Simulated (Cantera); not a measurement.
A closed system holds: 1 mol Si, 0.17 mol CO2, 39 mol H2, 1.7 mol CH4, held at 1.00 bar.

Equilibrium computed with Cantera from the NASA thermochemical tables; the gas is ideal and each condensed phase is pure. Candidate condensed phases: C, C6H6, C7H8, C8H18, H2O, Si, SiC, SiO2; 123 gas species. Gases not in the tables: Si2H6 and higher silanes. The numbers say what is thermodynamically allowed, not how fast it happens.

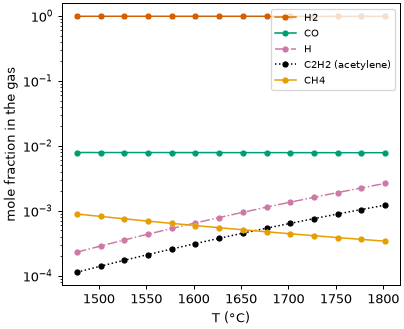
Figure: Equilibrium gas composition (values under 1e-9 drawn at 1e-9)

Task: Read off the mole fractions at 1527 °C.

Result: H2 about 0.99, CO about 0.0079, CH4 about 0.00076, H about 0.00036, C2H2 (acetylene) about 0.00017.
